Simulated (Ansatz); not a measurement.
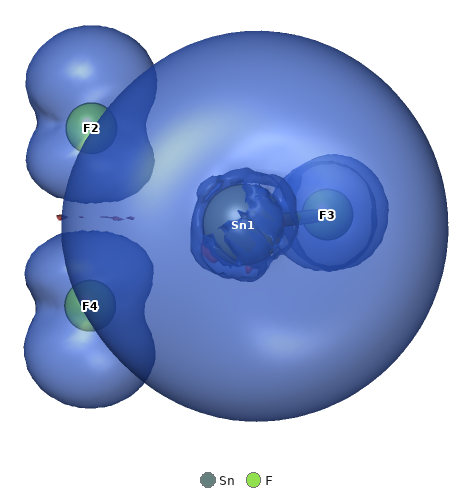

Figure. FSn···F···F (charge −1, quintet). Isosurfaces of the spin density (α minus β) at +0.02 (blue) and −0.02 e/Å³ (red), seen across its widest extent.

Geometry: PBE-D4/def2-TZVPD; core potentials replace the inner electrons of Sn; the highest occupied orbital lies above zero, a sign that basis and functional describe the outermost electron poorly.

All numbers below come from UKS PBE0-D4/def2-TZVPD in Ansatz 0.2.0.

```yaml
atoms:
  - { symbol: Sn, position_ang: [0.7574, 1.0423, -0.1655] }
  - { symbol: F, position_ang: [-0.4503, -0.3845, 1.3877] }
  - { symbol: F, position_ang: [-0.9363, 0.7229, -1.2319] }
  - { symbol: F, position_ang: [0.6292, -1.3806, 0.0096] }
```

Question: Describe the spin distribution.

Answer: The unpaired spin (4 electrons) lies mostly on Sn1 (about 2.5), F2 (about 0.6), F4 (about 0.6) and F3 (about 0.3), in electrons by Hirshfeld's partition.
